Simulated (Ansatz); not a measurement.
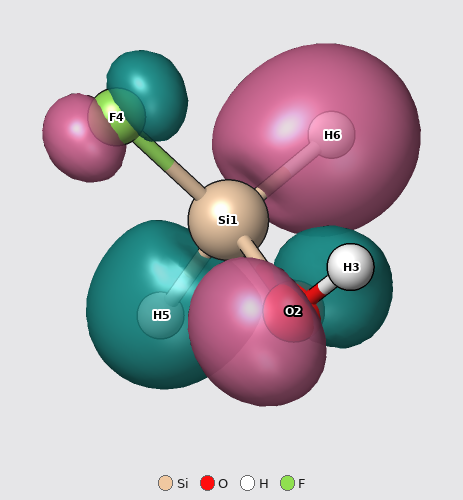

The picture shows: FH₃OSi. The HOMO at ±0.15 Å⁻³ᐟ² (teal and pink are the two phases), seen at an oblique angle.

Level of theory: RKS PBE0-D4/def2-SVP in Ansatz 0.2.0.

The calculation's input:

```
crystal:
  periodic: [false, false, false]
  atoms:
    - { symbol: Si, position_ang: [0.0, 0.0, 0.0] }
    - { symbol: O, position_ang: [0.0, 0.0, 1.68] }
    - { symbol: H, position_ang: [-0.9095, -0.2814, 2.0171] }
    - { symbol: F, position_ang: [1.4994, 0.0, -0.5295] }
    - { symbol: H, position_ang: [-0.6877, 1.1914, -0.4862] }
    - { symbol: H, position_ang: [-0.6877, -1.1914, -0.4862] }
basis:
  gaussian: { orbitals: def2-SVP }
hamiltonian:
  xc: pbe0
  dispersion: d4
relax:
  f_tol: 0.02
  max_steps: 40
output:
  orbitals: {}
```

Command:

```sh
ansatz run input.yaml --threads 1 --pin off --max-ram 2048MiB --backend cpu --events-out ev --progress --plain --runs-dir out
```

The fields are those of the run's last geometry, not of the input's.

Question: What is the character of this orbital?

Answer: Its weight (Hirshfeld) is mainly on O2 (about 30 %), Si1 (about 25 %), H6 (about 25 %), H5 (about 15 %) and F4 (about 5 %). Its energy is −9.20 eV.
